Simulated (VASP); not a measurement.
Here is the system:

```
CELL_PARAMETERS angstrom
      1.83940    -3.18594     0.00000
      1.83940     3.18594     0.00000
      0.00000     0.00000    11.77028
ATOMIC_POSITIONS crystal
  La 0.00000 0.00000 0.50000
  La 0.00000 0.00000 0.00000
  La 0.33333 0.66667 0.25000
  La 0.66667 0.33333 0.75000
```

Calculation: AM05 GGA, VASP's PBE PAW potentials (set 64) (plane waves; VASP). Settings: 520 eV cut-off, 11×11×3 Γ-centred mesh, tetrahedra with Blöchl corrections, potentials La.

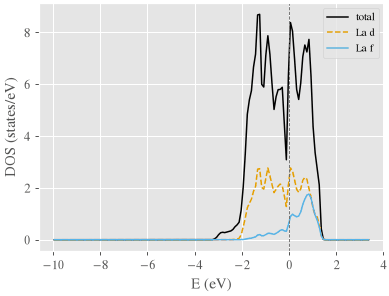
Figure: Total and projected density of states, zero at the Fermi level

Within 2 eV below the Fermi level the largest weight inside VASP's projection spheres is La d.

It has no gap at this level: it comes out as a metal or semimetal.

The compound is La in the dhcp structure. It was relaxed first, which changed the volume by -8 %.
